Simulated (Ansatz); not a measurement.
```yaml
atoms:
  - { symbol: Ga, position_ang: [0.4879, -0.0005, 0.0166] }
  - { symbol: O, position_ang: [0.7948, -0.1602, 1.7928] }
  - { symbol: H, position_ang: [-0.0281, -0.2347, 2.3043] }
  - { symbol: H, position_ang: [1.8015, 0.1321, -0.8209] }
  - { symbol: H, position_ang: [-1.0107, -0.0181, -0.4645] }
```

Method: RKS PBE/def2-TZVP (Ansatz).

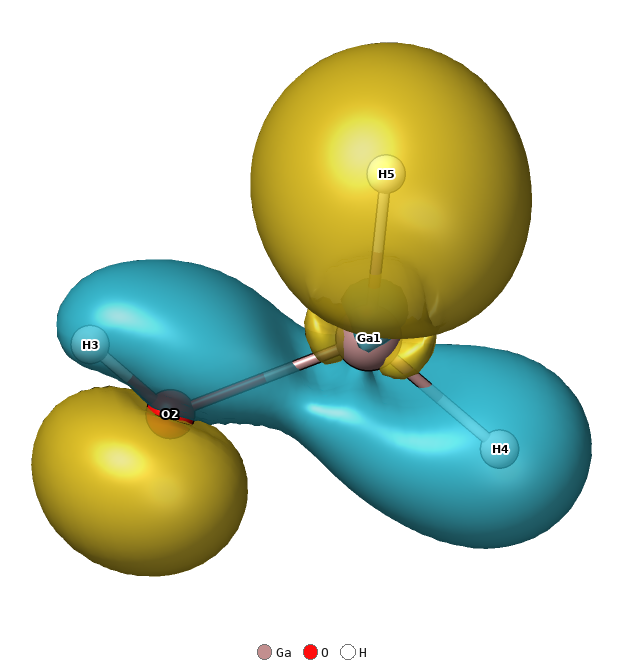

GaH3O. One frontier orbital at ±0.1 Å⁻³ᐟ² (yellow and cyan are the two phases), seen at a tilt.

Which orbital is it: HOMO or LUMO?

Answer. The HOMO, at −7.21 eV. It lies mainly on O2 (about 40 %), H5 (about 25 %), Ga1 (about 25 %) and H4 (about 10 %); it is symmetric in the molecular plane (an in-plane orbital: σ, lone-pair or in-plane π type).
